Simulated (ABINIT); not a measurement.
# CsPbCl3 (Pm-3m): zone-centre phonons

Which modes does CsPbCl3 (Pm-3m) have at the zone centre?

Calculated with ABINIT 10.8.3; DFT LDA, scalar-relativistic, plane waves, PseudoDojo norm-conserving pseudopotentials.

### 1. The starting structure

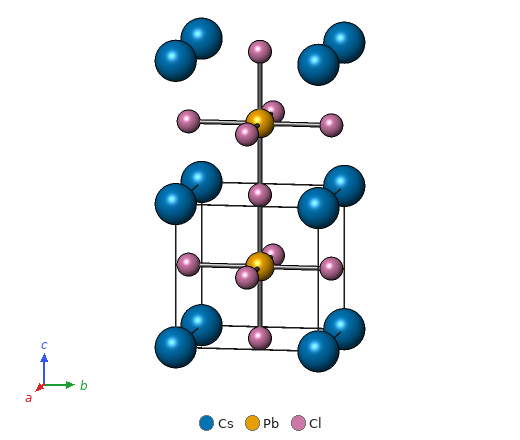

The starting structure, seen slightly off an axis (caesium blue, lead orange, chlorine pink). 1×1×2 cells are drawn. Some periodic images of atoms are drawn too.

Structure file:

```cif
data_structure
_symmetry_space_group_name_H-M 'P 1'
_symmetry_Int_Tables_number 1
_cell_length_a 5.8800
_cell_length_b 5.8800
_cell_length_c 5.8800
_cell_angle_alpha 90.000
_cell_angle_beta 90.000
_cell_angle_gamma 90.000
_cell_volume 203.30
loop_
_atom_site_label
_atom_site_type_symbol
_atom_site_fract_x
_atom_site_fract_y
_atom_site_fract_z
_atom_site_occupancy
Cs1 Cs 0.00000 0.00000 0.00000 1
Pb2 Pb 0.50000 0.50000 0.50000 1
Cl3 Cl 0.50000 0.50000 0.00000 1
Cl4 Cl 0.50000 0.00000 0.50000 1
Cl5 Cl 0.00000 0.50000 0.50000 1
```

### 2. A probe with smearing

A first run with smearing and empty bands tells whether the crystal has a gap, which decides between fixed occupations and smearing later on.

Contents of probe.abi:

```
# ground state
tolvrs 1.0d-08
prtden 1
prtwf 1

# basis, mesh and filling
ecut 24.0
ngkpt 4 4 4
nshiftk 1
shiftk 0.0 0.0 0.0
istwfk *1
occopt 7
tsmear 0.005
nband 31
nstep 100
diemac 9.0
prtebands 0
prtgsr 0
useylm 1

# cell and atoms
acell 3*1.0 Angstrom
rprim 
    5.88 0.0 0.0
    0.0 5.88 0.0
    0.0 0.0 5.88
ntypat 3
znucl 55 82 17
natom 5
typat 1 2 3 3 3
xred 
    0.0 0.0 0.0
    0.5 0.5 0.5
    0.5 0.5 0.0
    0.5 0.0 0.5
    0.0 0.5 0.5
pp_dirpath "./pseudo"
pseudos "Cs.upf, Pb.upf, Cl.upf"
```

Launch:

```console
> OMP_NUM_THREADS=1 mpirun -n 4 abinit probe.abi > probe.log
```

Numbers of over 12 decimals in the logs are rounded to 6 here.

probe.abo, the main output file:

```text
[banners, grids, parts of the stress and lines that vanish by symmetry left out]
- input  file    -> probe.abi
- output file    -> probe.abo
- root for input  files -> probei
[...]
Symmetries : space group Pm -3 m (#221); Bravais cP (primitive cubic)
[...]
mpw =        7809          nfft =      125000          nkpt =          10
[...]
== DATASET  1 ==================================================================
[...]
cutoff_energies: {ecut:  24.0, pawecutdg:  -1.0, }
[...]
ETOT  1  -142.86400071505    -1.429E+02 1.336E-01 2.250E+02
 ETOT  2  -143.13305416100    -2.691E-01 1.114E-02 4.230E+01
 ETOT  3  -143.15044389358    -1.739E-02 1.742E-03 3.229E+00
 ETOT  4  -143.15088056449    -4.367E-04 1.038E-03 1.448E-01
 ETOT  5  -143.15089700256    -1.644E-05 3.608E-04 5.069E-02
[...]
ETOT 10  -143.15090431587    -2.466E-10 9.430E-05 1.477E-08
 ETOT 11  -143.15090431589    -2.410E-11 6.095E-05 6.692E-10
 At SCF step   11       vres2   =  6.69E-10 < tolvrs=  1.00E-08 =>converged.
[...]
sigma(1 1)=  1.26341877E-04  sigma(3 2)=  0.00000000E+00
  sigma(2 2)=  1.26341877E-04  sigma(3 1)=  0.00000000E+00
  sigma(3 3)=  1.26341877E-04  sigma(2 1)=  0.00000000E+00
[...]
convergence: {deltae: -2.410E-11, res2:  6.692E-10, residm:  6.095E-05, diffor: null, }
etotal    :  -1.43150904E+02
[...]
sigma(1 1)=  1.26341877E-04  sigma(3 2)=  0.00000000E+00
  sigma(2 2)=  1.26341877E-04  sigma(3 1)=  0.00000000E+00
  sigma(3 3)=  1.26341877E-04  sigma(2 1)=  0.00000000E+00
[...]
- sigma(1 1)=  3.71710636E+00  sigma(3 2)=  0.00000000E+00
- sigma(2 2)=  3.71710636E+00  sigma(3 1)=  0.00000000E+00
- sigma(3 3)=  3.71710636E+00  sigma(2 1)=  0.00000000E+00
[...]
fcart     -0.0000000000E+00 -0.0000000000E+00 -0.0000000000E+00
           strten      1.2634187733E-04  1.2634187733E-04  1.2634187733E-04
================================================================================

[key lines of the parts left out:]
pressure_GPa:  -3.7171E+00
```

Wall time 31 s (4 MPI ranks of Arm Neoverse V2, shared host).

Read from the output:

- volume per atom: 40.66 Å³
- pressure: -3.717 GPa
- gap on the k-mesh: 2.232 eV

A gap of 2.2 eV opens on this mesh, so the crystal is taken as an insulator; the printed pressure holds the stress of the finite basis too.

### 3. Rough relaxation

The typed start is rough, so a first relaxation with smearing and loose thresholds takes it towards rest cheaply.

Contents of prerelax.abi:

```
# relaxation
ionmov 2
optcell 2
dilatmx 1.15
chkdilatmx 0
ntime 40
tolmxf 3.0d-04
tolvrs 1.0d-10
prtwf 0
prtden 0
chksymtnons 0

# basis, mesh and filling
ecut 25.0
ecutsm 3.0
ngkpt 4 4 4
nshiftk 1
shiftk 0.0 0.0 0.0
istwfk *1
occopt 7
tsmear 0.005
nband 31
nstep 100
diemac 9.0
prtebands 0
prtgsr 0
useylm 1

# cell and atoms
acell 3*1.0 Angstrom
rprim 
    5.88 0.0 0.0
    0.0 5.88 0.0
    0.0 0.0 5.88
ntypat 3
znucl 55 82 17
natom 5
typat 1 2 3 3 3
xred 
    0.0 0.0 0.0
    0.5 0.5 0.5
    0.5 0.5 0.0
    0.5 0.0 0.5
    0.0 0.5 0.5
pp_dirpath "./pseudo"
pseudos "Cs.upf, Pb.upf, Cl.upf"
```

Launch:

```console
> OMP_NUM_THREADS=1 mpirun -n 4 abinit prerelax.abi > prerelax.log
```

prerelax.abo, the main output file:

```text
[banners, grids, parts of the stress and lines that vanish by symmetry left out]
- input  file    -> prerelax.abi
- output file    -> prerelax.abo
- root for input  files -> prerelaxi
[...]
Symmetries : space group Pm -3 m (#221); Bravais cP (primitive cubic)
[...]
mpw =       12568          nfft =      216000          nkpt =          10
[...]
== DATASET  1 ==================================================================
[...]
cutoff_energies: {ecut:  25.0, pawecutdg:  -1.0, }
[...]
ETOT  1  -142.89494024647    -1.429E+02 1.158E-01 3.866E+02
 ETOT  2  -143.13305832038    -2.381E-01 8.114E-03 7.080E+01
 ETOT  3  -143.15010394687    -1.705E-02 1.038E-03 5.269E+00
 ETOT  4  -143.15053828678    -4.343E-04 8.931E-04 2.489E-01
 ETOT  5  -143.15055787174    -1.958E-05 2.170E-04 7.949E-02
[...]
At SCF step   12       vres2   =  6.43E-11 < tolvrs=  1.00E-10 =>converged.
[...]
ETOT 12  -143.16704580926     2.220E-11 9.196E-09 2.681E-12
 At SCF step   12       vres2   =  2.68E-12 < tolvrs=  1.00E-10 =>converged.
[...]
sigma(1 1)=  2.10903945E-06  sigma(3 2)=  0.00000000E+00
  sigma(2 2)=  2.10903945E-06  sigma(3 1)=  0.00000000E+00
  sigma(3 3)=  2.10903945E-06  sigma(2 1)=  0.00000000E+00
[...]
convergence: {deltae:  2.220E-11, res2:  2.681E-12, residm:  9.196E-09, diffor: null, }
etotal    :  -1.43167046E+02
[...]
At Broyd/MD step   5, gradients are converged :
[...]
sigma(1 1)=  2.10903945E-06  sigma(3 2)=  0.00000000E+00
  sigma(2 2)=  2.10903945E-06  sigma(3 1)=  0.00000000E+00
  sigma(3 3)=  2.10903945E-06  sigma(2 1)=  0.00000000E+00
[...]
- sigma(1 1)=  6.20500829E-02  sigma(3 2)=  0.00000000E+00
- sigma(2 2)=  6.20500829E-02  sigma(3 1)=  0.00000000E+00
- sigma(3 3)=  6.20500829E-02  sigma(2 1)=  0.00000000E+00
[...]
fcart     -0.0000000000E+00 -0.0000000000E+00 -0.0000000000E+00
           strten      2.1090394504E-06  2.1090394504E-06  2.1090394504E-06
================================================================================

[key lines of the parts left out:]
pressure_GPa:  -6.2050E-02
Total energy (etotal) [Ha]= -1.43167045809260E+02
```

Run time: 4.3 min. Hardware: 4 MPI ranks; 17 min of CPU time.

The steps of the relaxation:

| step | energy less that of the first step (eV) | largest force (eV/Å) | volume (Å³) |
| --- | --- | --- | --- |
| 1 | 0.0000 | 0.0000 | 203.30 |
| 2 | -0.0468 | 0.0000 | 201.12 |
| 3 | -0.3675 | 0.0000 | 157.65 |
| 4 | -0.4423 | 0.0000 | 172.50 |
| 5 | -0.4485 | 0.0000 | 169.40 |

| conventional cell, symmetrised | before | after | change |
| --- | --- | --- | --- |
| a (Å) | 5.880 | 5.533 | -5.9 % |
| b (Å) | 5.880 | 5.533 | -5.9 % |
| c (Å) | 5.880 | 5.533 | -5.9 % |
| volume (Å³/atom) | 40.66 | 33.88 | -16.7 % |

The relaxed structure:

```xyz
5
Lattice="5.5331 0.0000 0.0000 0.0000 5.5331 0.0000 0.0000 0.0000 5.5331" Properties=species:S:1:pos:R:3 pbc="T T T"
Cs    0.0000    0.0000    0.0000
Pb    2.7665    2.7665    2.7665
Cl    2.7665    2.7665    0.0000
Cl    2.7665    0.0000    2.7665
Cl    0.0000    2.7665    2.7665
```

Read from the output:

- volume per atom: 33.88 Å³
- pressure: -0.06205 GPa
- gap on the k-mesh: 1.560 eV

The volume changes by -16.7 % in this run and stands -16.7 % from the first cell.

### 4. Rough relaxation

The cell changed much, so the rough relaxation is repeated on a basis made for the new cell.

Edit prerelax.abi of step 3 so:

```diff
@@ -31,5 +31,5 @@
 rprim 
-    5.88 0.0 0.0
-    0.0 5.88 0.0
-    0.0 0.0 5.88
+    5.533090722 0.0 0.0
+    0.0 5.533090722 0.0
+    0.0 0.0 5.533090722
 ntypat 3
```

prerelax.abo, the main output file:

```text
[banners, grids, parts of the stress and lines that vanish by symmetry left out]
- input  file    -> prerelax.abi
- output file    -> prerelax.abo
- root for input  files -> prerelaxi
[...]
Symmetries : space group Pm -3 m (#221); Bravais cP (primitive cubic)
[...]
mpw =       10432          nfft =      216000          nkpt =          10
[...]
== DATASET  1 ==================================================================
[...]
cutoff_energies: {ecut:  25.0, pawecutdg:  -1.0, }
[...]
ETOT  1  -142.99567538413    -1.430E+02 1.192E-01 2.693E+02
 ETOT  2  -143.15657935926    -1.609E-01 1.314E-02 4.850E+01
 ETOT  3  -143.16687788191    -1.030E-02 1.381E-03 2.292E+00
 ETOT  4  -143.16703074597    -1.529E-04 5.033E-04 1.436E-01
 ETOT  5  -143.16704297960    -1.223E-05 1.996E-04 3.518E-02
[...]
ETOT 12  -143.16704580927     4.832E-12 3.268E-05 1.760E-10
 ETOT 13  -143.16704580927     1.876E-12 5.007E-05 1.311E-11
 At SCF step   13       vres2   =  1.31E-11 < tolvrs=  1.00E-10 =>converged.
[...]
sigma(1 1)=  2.10906216E-06  sigma(3 2)=  0.00000000E+00
  sigma(2 2)=  2.10906216E-06  sigma(3 1)=  0.00000000E+00
  sigma(3 3)=  2.10906216E-06  sigma(2 1)=  0.00000000E+00
[...]
convergence: {deltae:  1.876E-12, res2:  1.311E-11, residm:  5.007E-05, diffor: null, }
etotal    :  -1.43167046E+02
[...]
At Broyd/MD step   1, gradients are converged :
[...]
sigma(1 1)=  2.10906216E-06  sigma(3 2)=  0.00000000E+00
  sigma(2 2)=  2.10906216E-06  sigma(3 1)=  0.00000000E+00
  sigma(3 3)=  2.10906216E-06  sigma(2 1)=  0.00000000E+00
[...]
- sigma(1 1)=  6.20507510E-02  sigma(3 2)=  0.00000000E+00
- sigma(2 2)=  6.20507510E-02  sigma(3 1)=  0.00000000E+00
- sigma(3 3)=  6.20507510E-02  sigma(2 1)=  0.00000000E+00
[...]
fcart     -0.0000000000E+00 -0.0000000000E+00 -0.0000000000E+00
           strten      2.1090621573E-06  2.1090621573E-06  2.1090621573E-06
================================================================================

[key lines of the parts left out:]
pressure_GPa:  -6.2051E-02
Total energy (etotal) [Ha]= -1.43167045809267E+02
```

Run time: 49 s. Hardware: 4 MPI ranks.

Little changed from the start: no atom moved by 0.005 Å and no cell edge by 0.1 %.

The volume changes by +0.0 % in this run and stands -16.7 % from the first cell.

### 5. Relaxation

The harmonic expansion needs vanishing forces, and a free crystal bears no stress, so cell and atoms are brought to rest. Stress is more sensitive to the basis than forces are: the last 3 Ha under the cutoff are smoothed with ecutsm, and the cutoff is raised above that of the later runs.

Contents of relax.abi:

```
# relaxation
ionmov 2
optcell 2
dilatmx 1.08
ntime 40
tolmxf 1.0d-05
tolvrs 1.0d-14
prtwf 0
prtden 0
chksymtnons 0

# basis, mesh and filling
ecut 31.0
ecutsm 3.0
ngkpt 4 4 4
nshiftk 1
shiftk 0.0 0.0 0.0
istwfk *1
occopt 1
nband 22
nstep 100
diemac 9.0
prtebands 0
prtgsr 0
useylm 1

# cell and atoms
acell 3*1.0 Angstrom
rprim 
    5.533090726 0.0 0.0
    0.0 5.533090726 0.0
    0.0 0.0 5.533090726
ntypat 3
znucl 55 82 17
natom 5
typat 1 2 3 3 3
xred 
    0.0 0.0 0.0
    0.5 0.5 0.5
    0.5 0.5 0.0
    0.5 0.0 0.5
    0.0 0.5 0.5
pp_dirpath "./pseudo"
pseudos "Cs.upf, Pb.upf, Cl.upf"
```

Launch:

```console
> OMP_NUM_THREADS=1 mpirun -n 4 abinit relax.abi > relax.log
```

relax.abo, the main output file:

```text
[banners, grids, parts of the stress and lines that vanish by symmetry left out]
- input  file    -> relax.abi
- output file    -> relax.abo
- root for input  files -> relaxi
[...]
Symmetries : space group Pm -3 m (#221); Bravais cP (primitive cubic)
[...]
mpw =       11948          nfft =      216000          nkpt =          10
[...]
== DATASET  1 ==================================================================
[...]
cutoff_energies: {ecut:  31.0, pawecutdg:  -1.0, }
[...]
ETOT  1  -142.02470441959    -1.420E+02 2.309E-01 4.546E+02
 ETOT  2  -143.15763921252    -1.133E+00 4.627E-03 1.634E+02
 ETOT  3  -143.16703128872    -9.392E-03 7.470E-04 3.844E+01
 ETOT  4  -143.16794649510    -9.152E-04 3.968E-05 8.537E+00
 ETOT  5  -143.16823800526    -2.915E-04 1.384E-05 5.436E-01
[...]
At SCF step   19       vres2   =  2.52E-15 < tolvrs=  1.00E-14 =>converged.
[...]
sigma(1 1)=  2.07233620E-06  sigma(3 2)=  0.00000000E+00
  sigma(2 2)=  2.07233620E-06  sigma(3 1)=  0.00000000E+00
  sigma(3 3)=  2.07233620E-06  sigma(2 1)=  0.00000000E+00
[...]
convergence: {deltae: -5.571E-12, res2:  2.521E-15, residm:  8.221E-18, diffor: null, }
etotal    :  -1.43168257E+02
[...]
ETOT  1  -143.16825717603    -1.432E+02 2.062E-10 1.249E-02
[...]
At SCF step   12       vres2   =  4.10E-15 < tolvrs=  1.00E-14 =>converged.
[...]
sigma(1 1)=  1.88651926E-06  sigma(3 2)=  0.00000000E+00
  sigma(2 2)=  1.88651926E-06  sigma(3 1)=  0.00000000E+00
  sigma(3 3)=  1.88651926E-06  sigma(2 1)=  0.00000000E+00
[...]
convergence: {deltae:  1.620E-12, res2:  4.099E-15, residm:  1.910E-18, diffor: null, }
etotal    :  -1.43168258E+02
[...]
ETOT  1  -143.16820006818    -1.432E+02 3.452E-08 1.281E+00
[...]
ETOT 14  -143.16825979450    -2.728E-12 3.971E-18 1.491E-14
 ETOT 15  -143.16825979449     8.299E-12 6.251E-19 7.667E-17
 At SCF step   15       vres2   =  7.67E-17 < tolvrs=  1.00E-14 =>converged.
[...]
sigma(1 1)= -6.17670733E-09  sigma(3 2)=  0.00000000E+00
  sigma(2 2)= -6.17670733E-09  sigma(3 1)=  0.00000000E+00
  sigma(3 3)= -6.17670732E-09  sigma(2 1)=  0.00000000E+00
[...]
convergence: {deltae:  8.299E-12, res2:  7.667E-17, residm:  6.251E-19, diffor: null, }
etotal    :  -1.43168260E+02
[...]
At Broyd/MD step   3, gradients are converged :
[...]
sigma(1 1)= -6.17670733E-09  sigma(3 2)=  0.00000000E+00
  sigma(2 2)= -6.17670733E-09  sigma(3 1)=  0.00000000E+00
  sigma(3 3)= -6.17670732E-09  sigma(2 1)=  0.00000000E+00
[...]
- sigma(1 1)= -1.81725004E-04  sigma(3 2)=  0.00000000E+00
- sigma(2 2)= -1.81725004E-04  sigma(3 1)=  0.00000000E+00
- sigma(3 3)= -1.81725004E-04  sigma(2 1)=  0.00000000E+00
[...]
fcart     -0.0000000000E+00 -0.0000000000E+00 -0.0000000000E+00
           strten     -6.1767073257E-09 -6.1767073275E-09 -6.1767073240E-09
================================================================================

[key lines of the parts left out:]
pressure_GPa:   1.8173E-04
Total energy (etotal) [Ha]= -1.43168259794492E+02
```

Run time: 2 min. Hardware: 4 MPI ranks.

Little changed from the start: no atom moved by 0.005 Å and no cell edge by 0.1 %.

This step gave:

- volume per atom: 33.81 Å³
- pressure: 1.82e-4 GPa

The volume changes by -0.2 % in this run and stands -16.8 % from the first cell.

### 6. Ground state

The response is built on these wavefunctions, so the potential is converged far more tightly than an energy would need. The mesh is shifted off Γ, since shifted meshes converge sums over the zone faster.

Contents of gs.abi:

```
# ground state
tolvrs 1.0d-16
prtden 1
prtwf 1

# basis, mesh and filling
ecut 24.0
ngkpt 4 4 4
nshiftk 1
shiftk 0.5 0.5 0.5
istwfk *1
occopt 1
nband 22
nstep 100
diemac 9.0
prtebands 0
prtgsr 0
useylm 1

# cell and atoms
acell 3*1.0 Angstrom
rprim 
    5.529261578 0.0 0.0
    0.0 5.529261578 0.0
    0.0 0.0 5.529261578
ntypat 3
znucl 55 82 17
natom 5
typat 1 2 3 3 3
xred 
    0.0 0.0 0.0
    0.5 0.5 0.5
    0.5 0.5 0.0
    0.5 0.0 0.5
    0.0 0.5 0.5
pp_dirpath "./pseudo"
pseudos "Cs.upf, Pb.upf, Cl.upf"
```

Launch:

```console
> OMP_NUM_THREADS=1 mpirun -n 4 abinit gs.abi > gs.log
```

gs.abo, the main output file:

```text
[banners, grids, parts of the stress and lines that vanish by symmetry left out]
- input  file    -> gs.abi
- output file    -> gs.abo
- root for input  files -> gsi
[...]
Symmetries : space group Pm -3 m (#221); Bravais cP (primitive cubic)
[...]
mpw =        6425          nfft =      110592          nkpt =           4
[...]
== DATASET  1 ==================================================================
[...]
cutoff_energies: {ecut:  24.0, pawecutdg:  -1.0, }
[...]
ETOT  1  -141.99563403374    -1.420E+02 1.710E-01 1.695E+02
 ETOT  2  -143.15931600372    -1.164E+00 1.071E-03 7.491E+01
 ETOT  3  -143.16855792469    -9.242E-03 4.483E-05 1.739E+01
 ETOT  4  -143.16914825593    -5.903E-04 3.157E-05 5.397E+00
 ETOT  5  -143.16964378148    -4.955E-04 8.826E-06 8.124E-02
[...]
ETOT 18  -143.16966976530     4.832E-13 3.480E-19 5.840E-15
 ETOT 19  -143.16966976530     5.514E-12 5.443E-20 3.148E-18
 At SCF step   19       vres2   =  3.15E-18 < tolvrs=  1.00E-16 =>converged.
[...]
sigma(1 1)=  1.67295001E-05  sigma(3 2)=  0.00000000E+00
  sigma(2 2)=  1.67295001E-05  sigma(3 1)=  0.00000000E+00
  sigma(3 3)=  1.67295001E-05  sigma(2 1)=  0.00000000E+00
[...]
convergence: {deltae:  5.514E-12, res2:  3.148E-18, residm:  5.443E-20, diffor: null, }
etotal    :  -1.43169670E+02
[...]
sigma(1 1)=  1.67295001E-05  sigma(3 2)=  0.00000000E+00
  sigma(2 2)=  1.67295001E-05  sigma(3 1)=  0.00000000E+00
  sigma(3 3)=  1.67295001E-05  sigma(2 1)=  0.00000000E+00
[...]
- sigma(1 1)=  4.92198886E-01  sigma(3 2)=  0.00000000E+00
- sigma(2 2)=  4.92198886E-01  sigma(3 1)=  0.00000000E+00
- sigma(3 3)=  4.92198886E-01  sigma(2 1)=  0.00000000E+00
[...]
fcart     -0.0000000000E+00 -0.0000000000E+00 -0.0000000000E+00
           strten      1.6729500090E-05  1.6729500090E-05  1.6729500090E-05
================================================================================

[key lines of the parts left out:]
pressure_GPa:  -4.9220E-01
```

Run time: 11 s. Hardware: 4 MPI ranks; 43 s of CPU time.

Numbers from this step:

| Item | Value |
| --- | --- |
| pressure | -0.4922 GPa |

The cell stands at -0.49 GPa: the relaxation ran with a smoothed and higher cutoff and on another k mesh.

### 7. The gap at rest

Empty bands on the ground state's density check that the gap assumed so far is there in this cell.

Contents of gap.abi:

```
# empty bands on the ground state's density
iscf -2
getden_filepath "gso_DEN"
tolwfr 1.0d-12
nbdbuf 2
prtwf 0

# basis, mesh and filling
ecut 24.0
ngkpt 4 4 4
nshiftk 1
shiftk 0.0 0.0 0.0
istwfk *1
occopt 1
nband 26
nstep 100
diemac 9.0
prtebands 0
prtgsr 0
useylm 1

# cell and atoms
acell 3*1.0 Angstrom
rprim 
    5.529261578 0.0 0.0
    0.0 5.529261578 0.0
    0.0 0.0 5.529261578
ntypat 3
znucl 55 82 17
natom 5
typat 1 2 3 3 3
xred 
    0.0 0.0 0.0
    0.5 0.5 0.5
    0.5 0.5 0.0
    0.5 0.0 0.5
    0.0 0.5 0.5
pp_dirpath "./pseudo"
pseudos "Cs.upf, Pb.upf, Cl.upf"
```

Launch:

```console
> OMP_NUM_THREADS=1 mpirun -n 4 abinit gap.abi > gap.log
```

gap.abo, the main output file:

```text
[banners, grids, parts of the stress and lines that vanish by symmetry left out]
- input  file    -> gap.abi
- output file    -> gap.abo
- root for input  files -> gapi
[...]
Symmetries : space group Pm -3 m (#221); Bravais cP (primitive cubic)
[...]
mpw =        6432          nfft =      110592          nkpt =          10
[...]
== DATASET  1 ==================================================================
[...]
cutoff_energies: {ecut:  24.0, pawecutdg:  -1.0, }
[...]
-outvars: echo values of variables after computation
            acell      1.8897261259E+00  1.8897261259E+00  1.8897261259E+00 Bohr
================================================================================
```

Elapsed: 18 s, on 4 MPI ranks.

Numbers from this step:

- gap on the k-mesh: 1.565 eV

In this cell the gap on the mesh is 1.6 eV, direct, so fixed occupations hold.

(Continued in part 2 of 2.)

[Host names and launcher messages were left out of these logs when they were recorded.]

[Logs are printed without paths, hosts, clocks, repeated set-up lines and the standing remarks that a program may print on its own settings, such as how far it seeks lower states.]

[Hosts, paths, dates, database ids (printed as entryN), source tags and the programs' standing remarks are cut or masked in the printed files.]
